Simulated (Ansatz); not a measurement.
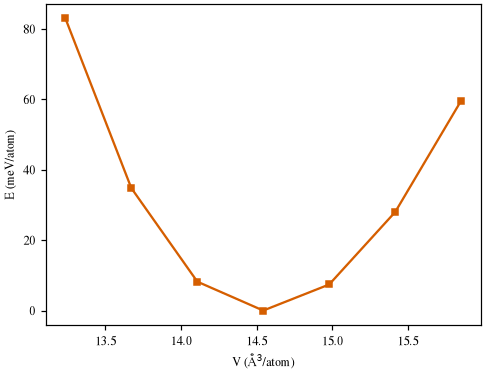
Figure. La₂WN₄ in space group I4/mmm (No. 139; La on 4e, W on 2a, N on 4e, N on 4c) under volume change, DFT-PBE in the program Ansatz with PAW potentials, shape and atoms relaxed at each volume.

What does a third-order Birch–Murnaghan fit give for V₀, B₀ and B′?

V₀ = 14.54 Å³/atom, B₀ = 190 GPa, B′ = 4.5.

The start of the workflow was typed in or built on a structure type; neither database checked (COD, Materials Project) lists it. Whether it is the stable phase at ambient conditions was not checked. Symmetry was held in the PBE relaxation; its stability against distortions is not shown here. The workflow began spin-polarised and lost its moments. The cell computed holds one magnetic atom, so no antiferromagnetic order was within reach. Scalar-relativistic: spin–orbit coupling is off unless named, which matters more the heavier the elements.

Potentials: the later of the program's two PAW sets.
